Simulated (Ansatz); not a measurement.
# SnCl2 (SMILES [Cl][Sn][Cl]) at BLYP/def2-SVP (core potential)

Aim: the vertical singlet–triplet gap of SnCl2 at BLYP/def2-SVP (core potential), from 2 runs. 

Program for the calculation: Ansatz 0.2.0.

32 further runs of the same task are left out: 32 set aside as unsound or not needed.

## Step 1: The structure to begin with

SnCl2: 3 atoms, total charge 0, spin state singlet. SMILES: `[Cl][Sn][Cl]`. The shape is that of a PBE0-D4/def2-TZVP optimisation.

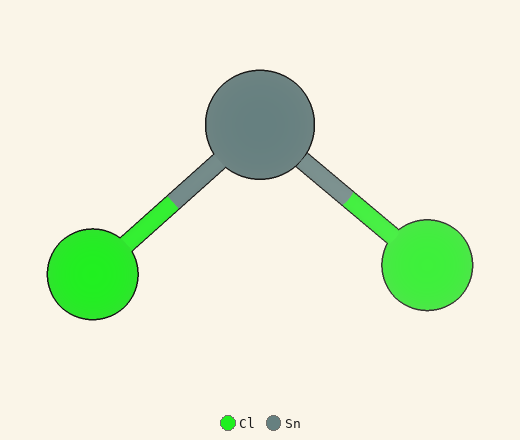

Viewed from a chosen angle; chlorine green, tin teal.

## Step 2: The energy at BLYP/def2-SVP (core potential)

Contents of job.yaml:

```yaml
basis:
  gaussian:
    orbitals: def2-SVP
crystal:
  periodic: [false, false, false]
  atoms:
    - symbol: Cl
      position_ang: [1.154200, 1.220700, 0.756000]
    - symbol: Sn
      position_ang: [-0.796900, 0.518900, -0.376600]
    - symbol: Cl
      position_ang: [-0.368200, -1.804500, -0.392600]
hamiltonian:
  xc: {name: BLYP}
accuracy: high
output: {orbitals: {seedname: orbitals}}
```

Started as:

```sh
$ ansatz run job.yaml --threads 1 --pin off --max-ram 3480MiB --events-out events.jsonl --progress --plain --runs-dir runs
```

Standard output:

```text
Warning: RAYON_NUM_THREADS=1 ignored (pool sized by the plan → 1); use --threads N
Functional definition: BLYP
  name "BLYP"
  parameter beta = 0.0042
  parameter a = 0.04918
  parameter b = 0.132
  parameter c = 0.2533
  parameter d = 0.349
  exchange = b88_x(beta = beta)
  correlation = lyp_c(a = a, b = b, c = c, d = d)
1269 factors; integrals over basis functions are off by at most 6.3e-9 eV
mean field evaluation 1: about -30868.7807 eV, gradient 2.2e1 eV
mean field evaluation 2: about -30859.5606 eV, gradient 5.7e1 eV
mean field evaluation 4: about -30870.2618 eV, gradient 1.6e0 eV
mean field evaluation 8: about -30870.2709 eV, gradient 7.4e-2 eV
mean field evaluation 16: about -30870.2709 eV, gradient 7.8e-6 eV
mean field -30870.27093278 eV, -1134.4615321584 hartree, gradient 3.1e-8 eV, S^2 0.000000; 0 other end points of the search recorded, 0 dependent functions left out
reference -30870.27097350 eV, -1134.4615336548 hartree; 28, 28 occupied and 34, 34 virtual orbitals, 1269 factors
Total energy: -30870.27097350 eV, -1134.4615336548 hartree
```

Run time: 3.9 s. Hardware: 1 thread of Arm Neoverse V1, shared host; peak memory 0.15 GiB.

## Step 3: The triplet

Contents of input.yaml:

```yaml
crystal:
  periodic: [false, false, false]
  atoms:
    - {symbol: Cl, position_ang: [1.154200, 1.220700, 0.756000]}
    - {symbol: Sn, position_ang: [-0.796900, 0.518900, -0.376600]}
    - {symbol: Cl, position_ang: [-0.368200, -1.804500, -0.392600]}
basis:
  gaussian:
    orbitals: def2-SVP
magnetization:
  spin_polarized: true
  initial_magnetization: 2
hamiltonian:
  xc: {name: BLYP}
accuracy: high
output: {orbitals: {seedname: orbitals}}
```

Started as:

```sh
$ ansatz run input.yaml --threads 1 --pin off --max-ram 3480MiB --events-out events.jsonl --progress --plain --runs-dir runs
```

Standard output, shortened:

```text
Warning: RAYON_NUM_THREADS=1 ignored (pool sized by the plan → 1); use --threads N
[... 2 set-up lines as earlier in the session ...]
[...]
1269 factors; integrals over basis functions are off by at most 6.3e-9 eV
[...]
mean field -30867.28371504 eV, -1134.3517539315 hartree, gradient 9.6e-9 eV, S^2 2.001665; 10 other end points of the search recorded, 0 dependent functions left out
reference -30867.28375616 eV, -1134.3517554426 hartree; 29, 27 occupied and 33, 35 virtual orbitals, 1269 factors
Total energy: -30867.28375616 eV, -1134.3517554426 hartree
```

It took 21 s on 1 thread of Arm Neoverse V1, shared host; peak memory 0.21 GiB.

## Step 4: Summary of results

Level: BLYP/def2-SVP (core potential).

| quantity | value |
| --- | --- |
| singlet: total energy | -1134.46153 Eh |
| singlet: HOMO energy | -6.51 eV |
| singlet: LUMO energy | -3.44 eV |
| singlet: HOMO–LUMO gap | 3.07 eV |
| triplet: total energy | -1134.35176 Eh |
| triplet: HOMO energy (highest over α and β) | -3.65 eV |
| triplet: ⟨S²⟩ | 2.002 |
| vertical energy of the triplet above the singlet | 2.987 eV |

At this shape the triplet lies 2.99 eV (288 kJ/mol) above the singlet.
